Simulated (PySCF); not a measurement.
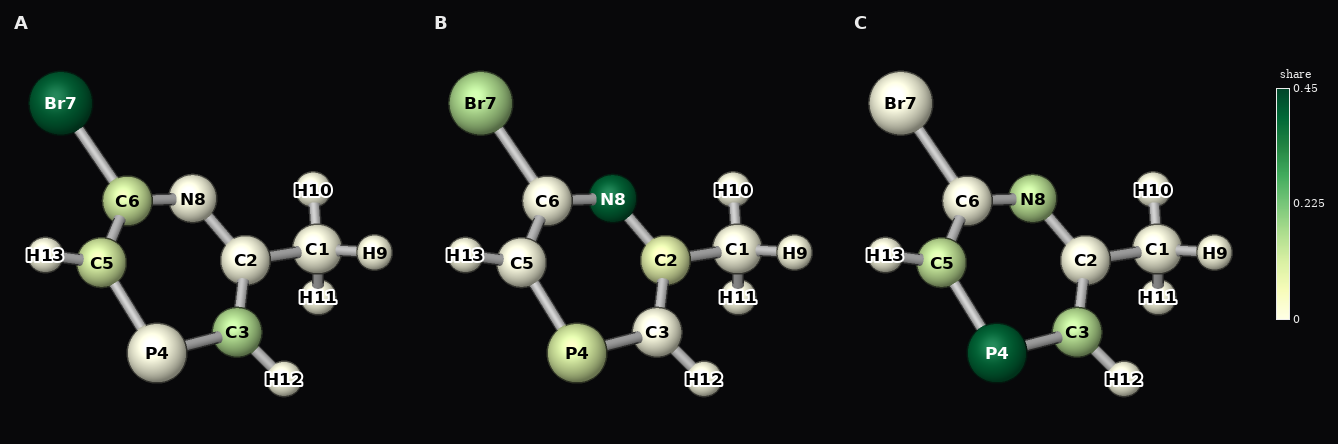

Each panel colours the atoms by their Löwdin share in one orbital (up to four of the largest shares; other atoms are shown as zero). The geometry was computed by an optimisation with GFN2-xTB. No frequency run is at hand to confirm it as a minimum. Level of theory: CAM-B3LYP/def2-SVPD (PySCF 2.14.0).

### The panels show the HOMO−1, HOMO, LUMO, in some order. Which is which?

A: HOMO, −8.78 eV; Br7 0.40, C3 0.16, C6 0.12, C5 0.12
B: HOMO−1, −9.19 eV; N8 0.40, Br7 0.16, P4 0.11, C2 0.08
C: LUMO, −1.23 eV; P4 0.40, C3 0.15, N8 0.15, C5 0.14

The geometry is semi-empirical. Around Br, P such bond lengths and angles can be off by a tenth of an ångström or more and by several degrees, and values that hang on the shape move with them.
